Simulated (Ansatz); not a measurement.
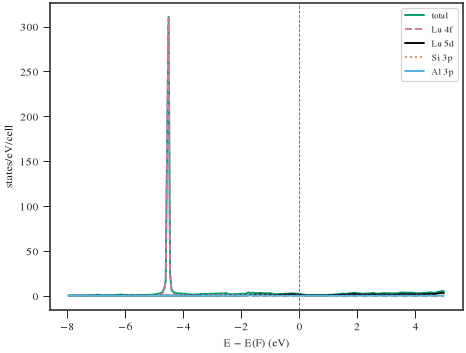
*Total and projected density of states of Lu₂AlSi₂ in space group Immm (No. 71; Lu on 4j, Al on 2a, Si on 4h), r²SCAN (plane waves, PAW; program Ansatz)*

Task: Which orbitals carry the states next to the Fermi level?

Result: Within 0.5 eV of the Fermi level: Lu 5d 63 %, Si 3p 18 %, Al 3p 7 %. Projections are on Löwdin-orthogonalised atomic valence shells; empty p or d shells of many metals are not among them.

Task: Where is the tallest occupied peak in this window, and what makes it?

Result: Near -4.5 eV, about 310 states/eV per cell; the largest projected share is Lu 4f.

The workflow started from a Materials Project entry (that database holds measured and hypothetical structures alike); the Crystallography Open Database files this formula in space group No. 71, but the cells were not matched. Its standing as an ambient phase is unchecked. The r²SCAN relaxation kept the symmetry of its start; whether a distortion lowers the energy is not shown. Scalar-relativistic: spin–orbit coupling is off unless named, which matters more the heavier the elements.

Potentials: the later of the program's two PAW sets.
